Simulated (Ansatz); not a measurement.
Consider C₄H₆F₄ (SMILES CC(F)(CF)C(F)F).

Input

```
crystal:
  periodic: [false, false, false]
  atoms:
    - {symbol: C, position_ang: [-1.026199, 0.556143, -0.881041]}
    - {symbol: C, position_ang: [0.264947, 0.123582, -0.229395]}
    - {symbol: F, position_ang: [1.325732, 0.455006, -1.060707]}
    - {symbol: C, position_ang: [0.470447, 0.827778, 1.093181]}
    - {symbol: F, position_ang: [1.596172, 0.356608, 1.731609]}
    - {symbol: C, position_ang: [0.348839, -1.391074, -0.053226]}
    - {symbol: F, position_ang: [0.101237, -2.011912, -1.226797]}
    - {symbol: F, position_ang: [-0.600202, -1.789987, 0.831409]}
    - {symbol: H, position_ang: [-1.091119, 0.131389, -1.881860]}
    - {symbol: H, position_ang: [-1.883875, 0.215268, -0.299810]}
    - {symbol: H, position_ang: [-1.058513, 1.644088, -0.958499]}
    - {symbol: H, position_ang: [-0.390869, 0.664568, 1.745349]}
    - {symbol: H, position_ang: [0.601746, 1.897250, 0.908435]}
    - {symbol: H, position_ang: [1.328758, -1.707708, 0.310250]}
basis:
  gaussian: {orbitals: def2-TZVPP}
hamiltonian: {xc: pbe0, dispersion: d4}
output: {orbitals: {seedname: orbitals}}
```

Command:

```sh
ansatz run in.yaml --threads 2 --pin off --events-out ev --progress --plain --max-ram 32768MiB --backend cuda --devices 0, --max-vram 18GiB
```

Geometry: PBE0-D4/def2-TZVP.

These are results of RKS PBE0-D4/def2-TZVPP (Ansatz 0.2.0), not measurements.

Question: Predict the electron density and electron localisation function between the atoms.

Answer: C–F (1.35 Å): ρ at the midpoint is about 2.3 e/Å³, with its minimum of 1.8 e/Å³ about 0.5 Å from C; the ELF peaks at about 0.85 between the atoms (a polar covalent bond).
C–C (1.51 Å): ρ is about 1.8 e/Å³ halfway; the ELF peaks at about 1 between the atoms: localised, covalent bonding.
C–H (1.09 Å): ρ is about 2.1 e/Å³ halfway; the ELF climbs to about 1 towards the hydrogen, as it does in any bond to H; a covalent bond by its length.

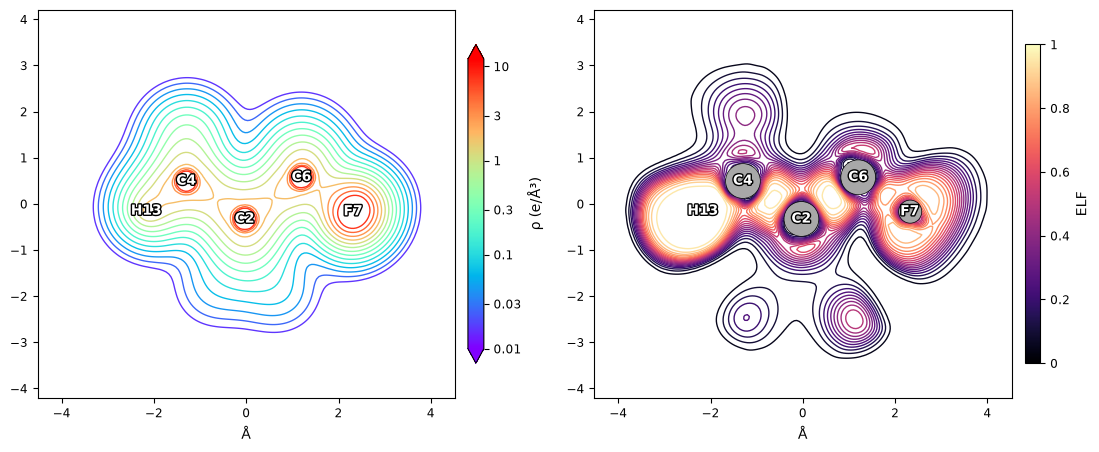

Computed electron density and electron localisation function on the plane of atoms C2, C6 and F7, in this order. Grey discs cover the atomic cores in the ELF map. 
